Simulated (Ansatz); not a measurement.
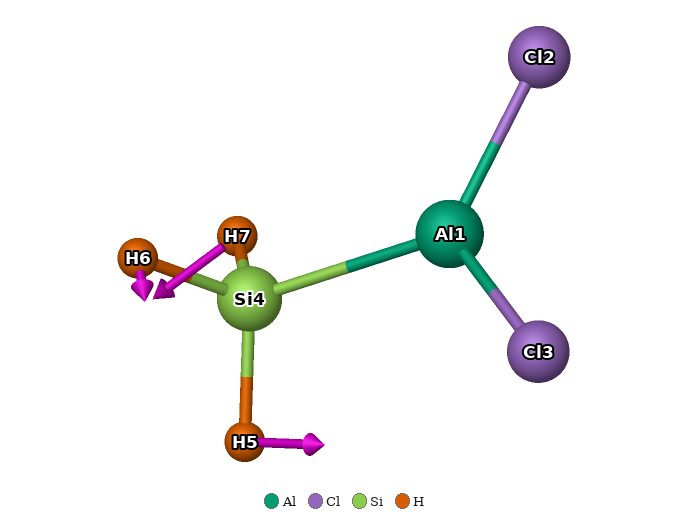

The arrows show one normal mode. Harmonic vibrations computed with RKS PBE0-D4/def2-TZVP (Ansatz 0.2.0) at a stationary point of the same level.

**What kind of motion is it?**

Mostly Al–Si–H bending.

**Estimate its harmonic wavenumber.**

464 cm⁻¹; it is mode 7 of 15 counted from the lowest.
